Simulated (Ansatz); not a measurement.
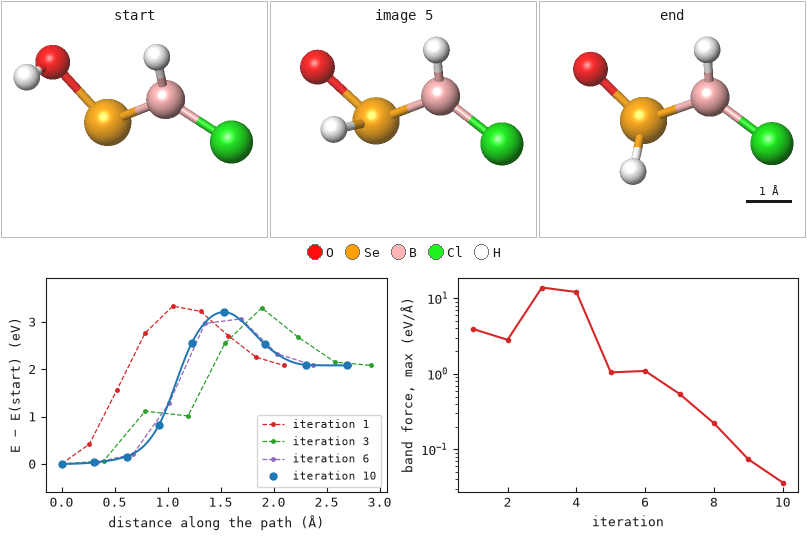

NEB run on BH₂SeOCl. Images are numbered from 0 (start) to 8 (end). The plot follows the band through its iterations. A ball-and-stick model, seen from a free direction.

Computed with RKS revPBE-D4/def2-SVP (Ansatz 0.2.0). Set-up: 7 movable images; climbing image; force threshold 0.05 eV/Å; iteration limit 60; starting path by straight interpolation.

> How did the profile develop, and is the result final?

The run is converged, with reservations. The band converged in 10 iterations. The largest component of the band force went from 3.9 to 0.036 eV/Å. The climbing image converged on the top of the path. Its curvatures weren't checked. The straight starting path can push atoms close together and costs iterations. The first iteration put the highest image at 3.33 eV. The energy climbs by 3.21 eV to image 5 and then falls by 1.13 eV, so the end point sits at +2.08 eV.
